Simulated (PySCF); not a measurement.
**SClO2F (SMILES O=S(=O)(F)Cl) at PBE0/def2-SVP**

What is the vertical singlet–triplet gap of SClO2F at PBE0/def2-SVP? The job is set up through a Python script.

Program for the calculation: PySCF 2.14.0.

2 further runs of the same task are left out: 2 set aside as unsound or not needed.

## 1. The system as given

The species is SClO2F (5 atoms), meant as a singlet with charge 0. As SMILES, `O=S(=O)(F)Cl`. The coordinates come from a GFN2-xTB relaxation.

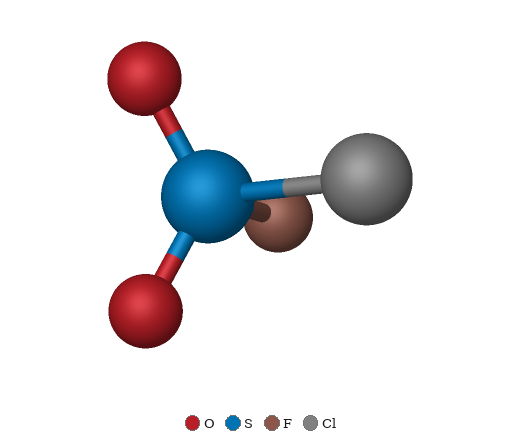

Viewed from a chosen angle; oxygen red, sulfur blue, fluorine brown, chlorine grey.

## 2. The energy at PBE0/def2-SVP

The input, run.py:

```python
from pyscf import gto, dft

molecule = gto.Mole()
molecule.atom = [
    ('O', (-0.106320, -0.174430, 1.511240)),
    ('S', (0.117000, -0.138330, 0.120060)),
    ('O', (1.169750, -0.836360, -0.505500)),
    ('F', (-1.260200, -0.622100, -0.592560)),
    ('Cl', (0.079760, 1.771230, -0.533250)),
]
molecule.spin = 0
molecule.max_memory = 1860
molecule.charge = 0
molecule.verbose = 3
molecule.basis = 'def2-svp'
molecule.build()

ks = dft.RKS(molecule)
ks.xc = 'pbe0'
ks.grids.level = 5
ks.conv_tol = 1e-10
ks.kernel()
if not ks.converged:
    ks = ks.newton().run(ks.mo_coeff, ks.mo_occ)

e_tot = ks.e_tot
print('E(%s) = %.9f' % ('PBE0', e_tot))
```

On the command line:

```sh
$ OMP_NUM_THREADS=1 python run.py
```

The program printed:

```text
converged SCF energy = -1107.5944003703
E(PBE0) = -1107.594400370
```

It took 16 s on 1 thread of Arm Neoverse V1, shared host; peak memory 0.4 GiB.

## 3. The triplet

The input, job.py:

```python
from pyscf import gto, dft

mol = gto.Mole()
mol.atom = [
    ('O', (-0.106320, -0.174430, 1.511240)),
    ('S', (0.117000, -0.138330, 0.120060)),
    ('O', (1.169750, -0.836360, -0.505500)),
    ('F', (-1.260200, -0.622100, -0.592560)),
    ('Cl', (0.079760, 1.771230, -0.533250)),
]
mol.spin = 2
mol.basis = 'def2-svp'
mol.verbose = 3
mol.max_memory = 1860
mol.build()

calc0 = dft.UKS(mol)
calc0.xc = 'pbe0'
calc0.conv_tol = 1e-10
calc0.grids.level = 5
calc0.kernel()
if not calc0.converged:
    calc0 = calc0.newton().run(calc0.mo_coeff, calc0.mo_occ)

e_final = calc0.e_tot
print(f'total energy: {e_final:.8f} hartree')
```

On the command line:

```sh
$ OMP_NUM_THREADS=1 python job.py
```

The program printed:

```text
WARN: HOMO -0.0923911132630284 >= LUMO -0.378787138002516

WARN: HOMO -0.178668633409414 >= LUMO -0.216993127608038

WARN: HOMO -0.155034560669953 >= LUMO -0.282147410898891

WARN: HOMO -0.166246887530987 >= LUMO -0.293739172274024

WARN: HOMO -0.173862963482617 >= LUMO -0.288057856444826

WARN: HOMO -0.170586781584509 >= LUMO -0.282153127899886

WARN: HOMO -0.168725354712589 >= LUMO -0.280671212633203

WARN: HOMO -0.169167251727777 >= LUMO -0.280411577796321

WARN: HOMO -0.169015017728533 >= LUMO -0.280290426663715

WARN: HOMO -0.168878771735104 >= LUMO -0.280226258582593

WARN: HOMO -0.168813331084245 >= LUMO -0.28018046981332

WARN: HOMO -0.168830696788394 >= LUMO -0.280192773679321

WARN: HOMO -0.168843549206907 >= LUMO -0.280192197000498

WARN: HOMO -0.168852573927966 >= LUMO -0.280195494631839

WARN: HOMO -0.168856479550102 >= LUMO -0.280195625584614

WARN: HOMO -0.16885931068884 >= LUMO -0.280192474421514

WARN: HOMO -0.168859057507673 >= LUMO -0.280192340152968

WARN: HOMO -0.168860181817368 >= LUMO -0.280193163982555

WARN: HOMO -0.168859535616373 >= LUMO -0.280192796796584

converged SCF energy = -1107.39666480328  <S^2> = 2.0077283  2S+1 = 3.0051478
total energy: -1107.39666480 hartree
```

It took 40 s on 1 thread of Arm Neoverse V1, shared host; peak memory 0.43 GiB.

## 4. What came out

At PBE0/def2-SVP:

```
                                        quantity           value
                           singlet: total energy  -1107.59440 Eh
                          singlet: dipole moment          1.45 D
                            singlet: HOMO energy       -10.04 eV
                            singlet: LUMO energy        -2.33 eV
                          singlet: HOMO–LUMO gap         7.71 eV
                           triplet: total energy  -1107.39666 Eh
                          triplet: dipole moment          1.64 D
     triplet: HOMO energy (highest over α and β)        -4.59 eV
                                   triplet: ⟨S²⟩           2.008
vertical energy of the triplet above the singlet        5.381 eV
```

What this shows: At this shape the triplet lies 5.38 eV (519 kJ/mol) above the singlet.
